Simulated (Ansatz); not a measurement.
Molecular dynamics of Si2NH5OF2 (part 4 of 4)

Si2NH5OF2; RKS PBE-D4/STO-3G (Ansatz 0.2.0). It belongs to a series of runs on one base structure; here: dynamics from the start.

Geometry of the input (Å):
```
Si 0.0082  -0.0928  -0.0424
O  0.1930  -0.3239  1.6367
Si -1.2411  -0.3418  2.5850
H  -2.2283  -1.3069  2.0988
H  -0.8245  -0.7246  3.9266
H  -1.8911  0.9672  2.6471
N  1.6273  0.3274  -0.6771
H  1.9557  -0.4662  -1.3029
H  2.3070  0.2751  0.1379
F  -1.0589  1.1221  -0.3322
F  -0.5997  -1.4163  -0.8146
```

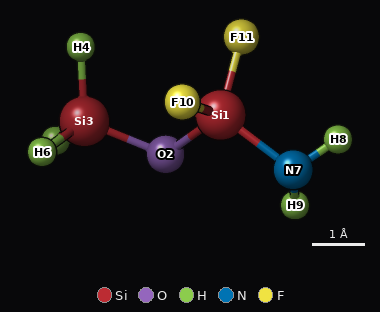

Figure 1. The geometry at step 181 of the log (ball-and-stick view, seen at a tilt; atoms are numbered from 1 in the order of the input).

## Trajectory as extended XYZ, continued
```
11
Properties=species:S:1:pos:R:3:forces:R:3 step=112 time_fs=56.0 energy=-24482.00631 temperature=63.3
Si    0.0210   -0.0862   -0.0424    0.8079  -0.4560   0.7869
O     0.2267   -0.3126    1.6601   -0.1119   0.0768  -0.4643
Si   -1.2656   -0.3314    2.5335    0.4161   0.1231   0.3518
H    -2.2952   -1.0801    1.8420   -0.3021  -0.1794  -0.1063
H    -0.9657   -0.9843    3.8136   -0.0870   0.1390  -0.2221
H    -1.7840    1.0166    2.7997    0.0511  -0.1184  -0.0261
N     1.6325    0.3377   -0.7169    0.6400  -0.2509   0.4696
H     1.8545   -0.3394   -1.5146   -0.0720   0.1299   0.2317
H     2.4024    0.0972    0.0162   -0.9204   0.1793  -0.6666
F    -1.0714    1.0965   -0.2725   -0.3413   0.4355  -0.2120
F    -0.5965   -1.4312   -0.7593   -0.0804  -0.0790  -0.1426
11
Properties=species:S:1:pos:R:3:forces:R:3 step=119 time_fs=59.5 energy=-24481.99903 temperature=58.0
Si    0.0252   -0.0895   -0.0434    0.9668  -0.3681   0.6372
O     0.2292   -0.3122    1.6657   -0.1498   0.0763  -0.5236
Si   -1.2682   -0.3304    2.5373   -0.1702  -0.0371  -0.6584
H    -2.3279   -1.0757    1.8288    0.2018   0.1361   0.1807
H    -0.9950   -0.9812    3.7909    0.1040  -0.1956   0.3932
H    -1.7886    1.0059    2.8144    0.0307   0.0708  -0.0110
N     1.6387    0.3410   -0.7231   -0.6205   0.3814   0.3813
H     1.9021   -0.2821   -1.5205   -0.1634  -0.4107  -0.5930
H     2.3934    0.1161   -0.0274    0.1123   0.0246   0.5055
F    -1.0714    1.0925   -0.2729   -0.2736   0.3919  -0.1924
F    -0.6039   -1.4304   -0.7595   -0.0380  -0.0696  -0.1194
11
Properties=species:S:1:pos:R:3:forces:R:3 step=125 time_fs=62.5 energy=-24481.99150 temperature=52.5
Si    0.0319   -0.0935   -0.0421    0.7038  -0.2316   0.4052
O     0.2305   -0.3115    1.6675   -0.1800   0.0538  -0.4364
Si   -1.2708   -0.3298    2.5389   -0.1626  -0.2073  -0.5279
H    -2.3426   -1.0627    1.8309    0.2725   0.1455   0.1741
H    -1.0127   -0.9923    3.7996    0.1081  -0.1014   0.1815
H    -1.7894    1.0017    2.8259    0.0373   0.1551  -0.0073
N     1.6410    0.3457   -0.7263   -0.7878  -0.0993  -0.7936
H     1.9263   -0.2609   -1.5642   -0.4773   0.2387   0.4782
H     2.3851    0.1360   -0.0315    0.5687  -0.1469   0.7411
F    -1.0728    1.0910   -0.2742   -0.1004   0.2218  -0.1397
F    -0.6105   -1.4300   -0.7603    0.0178  -0.0283  -0.0752
11
Properties=species:S:1:pos:R:3:forces:R:3 step=131 time_fs=65.5 energy=-24481.98206 temperature=45.6
Si    0.0408   -0.0984   -0.0396    0.2261  -0.0273   0.1788
O     0.2308   -0.3104    1.6670   -0.2022   0.0151  -0.2786
Si   -1.2739   -0.3296    2.5390    0.3202  -0.0461   0.2880
H    -2.3373   -1.0393    1.8458   -0.1168  -0.1407  -0.1231
H    -1.0218   -1.0109    3.8215    0.0314   0.1871  -0.3794
H    -1.7865    1.0090    2.8366    0.1077   0.0141  -0.0405
N     1.6392    0.3502   -0.7325    0.4245   0.0233   1.1755
H     1.9149   -0.2279   -1.5785   -0.1367  -0.1540   0.2350
H     2.4095    0.1471    0.0120   -0.8643   0.1179  -0.9622
F    -1.0746    1.0905   -0.2761    0.1247  -0.0123  -0.0702
F    -0.6170   -1.4298   -0.7614    0.0853   0.0229  -0.0233
11
Properties=species:S:1:pos:R:3:forces:R:3 step=138 time_fs=69.0 energy=-24481.99262 temperature=55.4
Si    0.0521   -0.1040   -0.0359   -0.3864   0.3391  -0.1185
O     0.2299   -0.3092    1.6646   -0.1990  -0.0504  -0.0596
Si   -1.2762   -0.3295    2.5401    0.4419   0.2311   0.1498
H    -2.3429   -1.0261    1.8507   -0.2160  -0.1982  -0.2002
H    -1.0281   -1.0152    3.8115    0.0748   0.1015  -0.2160
H    -1.7714    1.0188    2.8448    0.1229  -0.0936  -0.0573
N     1.6384    0.3562   -0.7320   -1.1689   0.4515   0.4412
H     1.8885   -0.2080   -1.5770    0.1471  -0.3907  -0.2070
H     2.3725    0.1673   -0.0151    0.6057  -0.2045   0.2178
F    -1.0760    1.0898   -0.2788    0.3742  -0.2838   0.0099
F    -0.6242   -1.4294   -0.7628    0.2038   0.0978   0.0398
11
Properties=species:S:1:pos:R:3:forces:R:3 step=144 time_fs=72.0 energy=-24481.99102 temperature=55.2
Si    0.0607   -0.1079   -0.0331   -0.9538   0.4146  -0.1644
O     0.2278   -0.3083    1.6620   -0.1817  -0.1005   0.0943
Si   -1.2769   -0.3288    2.5414    0.0595   0.1264  -0.7747
H    -2.3647   -1.0310    1.8387    0.2004   0.1019   0.0897
H    -1.0264   -1.0103    3.7840    0.1661  -0.2041   0.3595
H    -1.7476    1.0204    2.8470    0.0223   0.0357  -0.0129
N     1.6314    0.3639   -0.7282   -0.8013  -0.0042  -0.6403
H     1.8755   -0.2220   -1.5861   -0.0668   0.1366   0.4612
H     2.3789    0.1694   -0.0332    0.7476  -0.2370   0.4551
F    -1.0754    1.0878   -0.2811    0.5191  -0.4210   0.0506
F    -0.6295   -1.4285   -0.7639    0.2886   0.1513   0.0818
11
Properties=species:S:1:pos:R:3:forces:R:3 step=150 time_fs=75.0 energy=-24481.97298 temperature=41.2
Si    0.0665   -0.1106   -0.0307   -1.3653   0.3222  -0.0328
O     0.2248   -0.3080    1.6599   -0.1437  -0.1345   0.1679
Si   -1.2773   -0.3277    2.5405    0.1037  -0.1214  -0.7380
H    -2.3719   -1.0288    1.8326    0.2936   0.1942   0.1836
H    -1.0117   -1.0199    3.7818    0.0906  -0.1211   0.2289
H    -1.7215    1.0247    2.8480   -0.0700   0.1200   0.0296
N     1.6203    0.3718   -0.7268    1.3463  -0.1550   0.8717
H     1.8589   -0.2308   -1.5653   -0.0244  -0.0733  -0.0023
H     2.4335    0.1552   -0.0247   -1.1191   0.2348  -0.8701
F    -1.0724    1.0839   -0.2832    0.5510  -0.4325   0.0614
F    -0.6335   -1.4270   -0.7646    0.3373   0.1666   0.1002
11
Properties=species:S:1:pos:R:3:forces:R:3 step=156 time_fs=78.0 energy=-24481.99338 temperature=59.3
Si    0.0681   -0.1123   -0.0283   -1.4061   0.3222   0.0275
O     0.2210   -0.3084    1.6587   -0.0661  -0.1595   0.1694
Si   -1.2772   -0.3269    2.5376    0.6145  -0.0506   0.1630
H    -2.3576   -1.0123    1.8399   -0.1146  -0.0426  -0.0499
H    -0.9898   -1.0382    3.7960   -0.0931   0.2048  -0.3310
H    -1.7005    1.0376    2.8512   -0.0733  -0.0376   0.0155
N     1.6158    0.3790   -0.7214    0.3450  -0.0388  -0.1904
H     1.8392   -0.2442   -1.5431   -0.0605  -0.0606  -0.3341
H     2.4156    0.1561   -0.0711    0.0384   0.0499   0.3864
F    -1.0670    1.0780   -0.2850    0.4459  -0.3269   0.0509
F    -0.6360   -1.4247   -0.7648    0.3698   0.1396   0.0927
11
Properties=species:S:1:pos:R:3:forces:R:3 step=162 time_fs=81.0 energy=-24481.97474 temperature=44.6
Si    0.0655   -0.1130   -0.0259   -1.1586   0.2414   0.0913
O     0.2167   -0.3097    1.6583    0.0412  -0.1716   0.1093
Si   -1.2753   -0.3262    2.5350    0.7480   0.2392   0.4147
H    -2.3518   -0.9986    1.8437   -0.3466  -0.1797  -0.1820
H    -0.9746   -1.0417    3.7865   -0.1397   0.1903  -0.2902
H    -1.6855    1.0475    2.8557   -0.0611  -0.1828  -0.0087
N     1.6133    0.3859   -0.7174   -0.4213  -0.2151  -1.2793
H     1.8141   -0.2598   -1.5435   -0.0629   0.2922   0.0492
H     2.4009    0.1600   -0.0874    0.8372  -0.1877   1.0201
F    -1.0595    1.0707   -0.2866    0.2078  -0.0903   0.0140
F    -0.6368   -1.4218   -0.7647    0.3559   0.0640   0.0615
11
Properties=species:S:1:pos:R:3:forces:R:3 step=169 time_fs=84.5 energy=-24481.97038 temperature=42.7
Si    0.0580   -0.1130   -0.0226   -0.6092   0.0034   0.1659
O     0.2121   -0.3124    1.6586    0.1856  -0.1662  -0.0042
Si   -1.2706   -0.3245    2.5331    0.0086   0.1874  -0.3945
H    -2.3750   -0.9974    1.8331    0.1148   0.0901   0.1040
H    -0.9699   -1.0299    3.7521   -0.0123  -0.2008   0.3939
H    -1.6752    1.0421    2.8605   -0.1028  -0.0296   0.0194
N     1.6097    0.3924   -0.7196    1.2221  -0.2853   0.7478
H     1.7826   -0.2540   -1.5441    0.2962  -0.0234  -0.0739
H     2.4336    0.1531   -0.0316   -1.1838   0.1856  -0.9096
F    -1.0495    1.0616   -0.2885   -0.1945   0.3165  -0.0539
F    -0.6358   -1.4180   -0.7642    0.2754  -0.0777   0.0051
11
Properties=species:S:1:pos:R:3:forces:R:3 step=175 time_fs=87.5 energy=-24481.99179 temperature=61.7
Si    0.0494   -0.1130   -0.0193    0.0742  -0.0719  -0.0139
O     0.2091   -0.3157    1.6589    0.3123  -0.1522  -0.0740
Si   -1.2661   -0.3224    2.5305   -0.3429  -0.1261  -0.2892
H    -2.3886   -0.9905    1.8309    0.3264   0.1829   0.1996
H    -0.9686   -1.0337    3.7508   -0.0256  -0.1653   0.3199
H    -1.6753    1.0338    2.8664   -0.1076   0.1323   0.0390
N     1.6126    0.3961   -0.7187   -0.5070  -0.0691  -0.1753
H     1.7791   -0.2462   -1.5482    0.3350   0.0140   0.0236
H     2.3831    0.1579   -0.0403    0.2919  -0.2058   0.1208
F    -1.0418    1.0552   -0.2904   -0.5589   0.6718  -0.1058
F    -0.6335   -1.4151   -0.7637    0.2022  -0.2105  -0.0447
11
Properties=species:S:1:pos:R:3:forces:R:3 step=181 time_fs=90.5 energy=-24481.97559 temperature=49.3
Si    0.0409   -0.1131   -0.0160    0.6202  -0.1903  -0.2334
O     0.2078   -0.3199    1.6587    0.4012  -0.1295  -0.0958
Si   -1.2626   -0.3207    2.5272   -0.1203  -0.1582   0.7309
H    -2.3782   -0.9702    1.8432   -0.0047  -0.0522  -0.0557
H    -0.9703   -1.0495    3.7730   -0.1351   0.1806  -0.2902
H    -1.6841    1.0347    2.8751   -0.0106   0.0315  -0.0108
N     1.6129    0.3994   -0.7188   -1.1621   0.0000  -0.6289
H     1.8030   -0.2371   -1.5505    0.1528   0.0531   0.0989
H     2.3534    0.1458   -0.0398    0.9760  -0.3428   0.7119
F    -1.0364    1.0517   -0.2928   -0.8306   0.9433  -0.1397
F    -0.6302   -1.4131   -0.7634    0.1134  -0.3355  -0.0871
11
Properties=species:S:1:pos:R:3:forces:R:3 step=188 time_fs=94.0 energy=-24481.94980 temperature=28.9
Si    0.0332   -0.1141   -0.0130    0.8671  -0.3235  -0.3882
O     0.2089   -0.3258    1.6580    0.4217  -0.1013  -0.0604
Si   -1.2589   -0.3190    2.5260   -0.0887   0.1752   1.0210
H    -2.3683   -0.9530    1.8504   -0.2751  -0.2353  -0.2621
H    -0.9857   -1.0510    3.7718   -0.0737   0.1589  -0.2652
H    -1.6948    1.0379    2.8838    0.1059  -0.1173  -0.0770
N     1.6071    0.4028   -0.7212    1.1073  -0.4234   1.3180
H     1.8469   -0.2247   -1.5462   -0.1109  -0.1332  -0.0495
H     2.3859    0.1073    0.0049   -1.0482   0.4194  -0.9768
F    -1.0349    1.0531   -0.2964   -0.9090   1.0272  -0.1366
F    -0.6258   -1.4127   -0.7636    0.0037  -0.4466  -0.1234
11
Properties=species:S:1:pos:R:3:forces:R:3 step=194 time_fs=97.0 energy=-24481.98073 temperature=56.0
Si    0.0293   -0.1159   -0.0116    0.8238  -0.0705  -0.5916
O     0.2124   -0.3314    1.6570    0.3726  -0.0859   0.0246
Si   -1.2560   -0.3171    2.5282   -0.6051   0.1499   0.0903
H    -2.3800   -0.9567    1.8359    0.1213  -0.0024  -0.0193
H    -1.0056   -1.0392    3.7492    0.0973  -0.2038   0.3504
H    -1.6954    1.0322    2.8850    0.0907   0.0248  -0.0548
N     1.6073    0.4033   -0.7165    0.0590  -0.3668  -0.0402
H     1.8750   -0.2224   -1.5440   -0.4179   0.1188   0.1173
H     2.3462    0.1028   -0.0209    0.2511   0.0925   0.3404
F    -1.0380    1.0593   -0.3002   -0.7523   0.8271  -0.0768
F    -0.6218   -1.4145   -0.7643   -0.0406  -0.4837  -0.1404
11
Properties=species:S:1:pos:R:3:forces:R:3 step=200 time_fs=100.0 energy=-24481.97945 temperature=56.4
Si    0.0280   -0.1180   -0.0121    0.5622   0.3177  -0.6792
O     0.2179   -0.3377    1.6561    0.2520  -0.0676   0.1152
Si   -1.2550   -0.3149    2.5308   -0.6996  -0.2133  -0.2526
H    -2.3827   -0.9612    1.8189    0.3597   0.1651   0.1671
H    -1.0186   -1.0419    3.7517    0.1174  -0.1949   0.3476
H    -1.6886    1.0289    2.8816    0.0300   0.2037  -0.0050
N     1.6078    0.4017   -0.7115   -0.7497   0.0090  -0.2934
H     1.8708   -0.2135   -1.5356   -0.2868  -0.0726  -0.1652
H     2.3250    0.1061   -0.0213    0.9246  -0.1421   0.8956
F    -1.0446    1.0693   -0.3044   -0.4557   0.4573   0.0135
F    -0.6180   -1.4186   -0.7657   -0.0542  -0.4624  -0.1436
11
Properties=species:S:1:pos:R:3:forces:R:3 step=206 time_fs=103.0 energy=-24481.99616 temperature=72.9
Si    0.0283   -0.1191   -0.0147    0.1311   0.5600  -0.5221
O     0.2249   -0.3444    1.6558    0.0745  -0.0380   0.1616
Si   -1.2559   -0.3131    2.5330   -0.1067  -0.3343   0.4052
H    -2.3587   -0.9540    1.8136    0.0193   0.0152   0.0155
H    -1.0227   -1.0586    3.7794   -0.0044   0.1947  -0.2808
H    -1.6785    1.0408    2.8772    0.0345   0.0819  -0.0142
N     1.6051    0.3998   -0.7070    0.8198  -0.2409   1.4107
H     1.8431   -0.2109   -1.5391    0.0391  -0.2468  -0.1157
H     2.3623    0.1035    0.0341   -0.8448   0.3383  -1.0324
F    -1.0534    1.0816   -0.3086   -0.1127   0.0445   0.0989
F    -0.6144   -1.4248   -0.7678   -0.0497  -0.3745  -0.1268
11
Properties=species:S:1:pos:R:3:forces:R:3 step=212 time_fs=106.0 energy=-24482.01460 temperature=90.3
Si    0.0290   -0.1185   -0.0188   -0.2712   0.7729  -0.3154
O     0.2323   -0.3513    1.6563   -0.1080  -0.0072   0.1432
Si   -1.2571   -0.3123    2.5363    0.4484   0.0193   0.5860
H    -2.3333   -0.9456    1.8092   -0.3788  -0.1694  -0.1711
H    -1.0265   -1.0612    3.7875   -0.0410   0.2667  -0.3783
H    -1.6651    1.0591    2.8714    0.0534  -0.1586  -0.0443
N     1.6062    0.3964   -0.6955   -0.0094  -0.3191  -0.0904
H     1.8162   -0.2241   -1.5474    0.1033   0.2079   0.4932
H     2.3478    0.1231    0.0221   -0.0006  -0.0697  -0.3059
F    -1.0628    1.0942   -0.3124    0.1967  -0.3349   0.1649
F    -0.6109   -1.4328   -0.7704    0.0072  -0.2078  -0.0819
11
Properties=species:S:1:pos:R:3:forces:R:3 step=219 time_fs=109.5 energy=-24481.99851 temperature=79.0
Si    0.0287   -0.1148   -0.0249   -0.5983   0.7874   0.0260
O     0.2404   -0.3596    1.6579   -0.3031   0.0342   0.0231
Si   -1.2571   -0.3113    2.5420    0.2623   0.1662  -0.5698
H    -2.3379   -0.9502    1.7902   -0.0826   0.0416   0.1053
H    -1.0338   -1.0410    3.7654    0.0620  -0.1499   0.3322
H    -1.6446    1.0658    2.8605   -0.0259  -0.0942   0.0015
N     1.6060    0.3906   -0.6830   -1.0434   0.2440  -0.6063
H     1.7975   -0.2241   -1.5174    0.2895  -0.1116  -0.2668
H     2.3469    0.1349   -0.0074    0.8826  -0.3385   0.7543
F    -1.0727    1.1072   -0.3159    0.4523  -0.6347   0.1984
F    -0.6068   -1.4434   -0.7740    0.1047   0.0554   0.0021
11
Properties=species:S:1:pos:R:3:forces:R:3 step=225 time_fs=112.5 energy=-24481.97000 temperature=56.6
Si    0.0266   -0.1090   -0.0302   -0.8260   0.3823   0.3685
O     0.2456   -0.3666    1.6594   -0.4455   0.0825  -0.1240
Si   -1.2561   -0.3099    2.5454    0.1193  -0.1727  -0.9885
H    -2.3517   -0.9519    1.7815    0.2188   0.2166   0.3345
H    -1.0356   -1.0328    3.7694    0.0623  -0.1975   0.4041
H    -1.6288    1.0633    2.8510   -0.1134   0.1293   0.0680
N     1.6007    0.3865   -0.6754    1.2265  -0.1440   0.7392
H     1.8057   -0.2297   -1.5063    0.2030  -0.1408  -0.3541
H     2.4062    0.1197    0.0172   -1.1591   0.2683  -0.7289
F    -1.0791    1.1154   -0.3180    0.5523  -0.7230   0.1899
F    -0.6026   -1.4523   -0.7772    0.1618   0.2989   0.0912
11
Properties=species:S:1:pos:R:3:forces:R:3 step=231 time_fs=115.5 energy=-24481.98583 temperature=71.2
Si    0.0219   -0.1019   -0.0345   -0.7688  -0.0091   0.4602
O     0.2485   -0.3732    1.6603   -0.5261   0.1271  -0.2654
Si   -1.2546   -0.3091    2.5461    0.4412  -0.3134  -0.1399
H    -2.3506   -0.9373    1.7987    0.0085   0.0596   0.1581
H    -1.0330   -1.0383    3.8027   -0.0468   0.1732  -0.2620
H    -1.6218    1.0697    2.8467   -0.0885   0.0719   0.0592
N     1.6014    0.3815   -0.6650    0.7121  -0.5067  -1.0438
H     1.8289   -0.2415   -1.5177   -0.1922   0.5374   0.4907
H     2.3893    0.1208   -0.0017   -0.2782   0.0261   0.2022
F    -1.0832    1.1204   -0.3193    0.5295  -0.6884   0.1648
F    -0.5977   -1.4600   -0.7799    0.2093   0.5222   0.1760
11
Properties=species:S:1:pos:R:3:forces:R:3 step=238 time_fs=119.0 energy=-24481.98184 temperature=69.5
Si    0.0135   -0.0936   -0.0377   -0.3552  -0.3407   0.3680
O     0.2483   -0.3802    1.6594   -0.5382   0.1619  -0.4096
Si   -1.2510   -0.3090    2.5464    0.6518   0.1904   0.4205
H    -2.3520   -0.9161    1.8332   -0.3469  -0.2044  -0.1581
H    -1.0341   -1.0278    3.8161   -0.0341   0.2137  -0.3910
H    -1.6220    1.0820    2.8472    0.0241  -0.1880  -0.0097
N     1.6060    0.3727   -0.6601   -0.6718   0.3815  -0.5262
H     1.8413   -0.2107   -1.4972    0.0695  -0.1887  -0.5181
H     2.3544    0.1208    0.0094    0.6249  -0.1986   0.8674
F    -1.0850    1.1224   -0.3198    0.3593  -0.5138   0.1182
F    -0.5907   -1.4661   -0.7821    0.2166   0.6866   0.2389
11
Properties=species:S:1:pos:R:3:forces:R:3 step=244 time_fs=122.0 energy=-24481.98148 temperature=71.1
Si    0.0050   -0.0875   -0.0393    0.0293  -0.7277   0.2720
O     0.2450   -0.3853    1.6564   -0.4945   0.1806  -0.4828
Si   -1.2459   -0.3085    2.5478    0.0860   0.3866  -0.2832
H    -2.3796   -0.9131    1.8527   -0.0123  -0.0763  -0.0293
H    -1.0375   -1.0013    3.7962    0.1149  -0.1777   0.2621
H    -1.6210    1.0784    2.8476    0.0466  -0.1030  -0.0142
N     1.6072    0.3668   -0.6594    0.7025   0.1775   1.2122
H     1.8554   -0.1921   -1.5120    0.1811  -0.3070  -0.2539
H     2.3648    0.1066    0.0821   -0.9466   0.2020  -0.9954
F    -1.0847    1.1216   -0.3197    0.1402  -0.2738   0.0636
F    -0.5836   -1.4680   -0.7829    0.1528   0.7189   0.2489
11
Properties=species:S:1:pos:R:3:forces:R:3 step=250 time_fs=125.0 energy=-24481.97945 temperature=70.6
Si   -0.0036   -0.0836   -0.0401    0.4696  -0.9108   0.0711
O     0.2389   -0.3895    1.6506   -0.4023   0.1821  -0.4844
Si   -1.2405   -0.3069    2.5484   -0.4247   0.0442  -0.5546
H    -2.4081   -0.9164    1.8700    0.3934   0.0983   0.1369
H    -1.0317   -0.9877    3.7950    0.1731  -0.2790   0.4174
H    -1.6164    1.0675    2.8470    0.0070   0.1789   0.0234
N     1.6114    0.3618   -0.6532   -0.2244  -0.1037  -0.6608
H     1.8814   -0.1936   -1.5406   -0.1810   0.3516   1.0038
H     2.3152    0.1036    0.0909    0.2092  -0.1747  -0.1718
F    -1.0838    1.1195   -0.3193   -0.0847  -0.0359   0.0117
F    -0.5757   -1.4666   -0.7826    0.0649   0.6490   0.2072
```
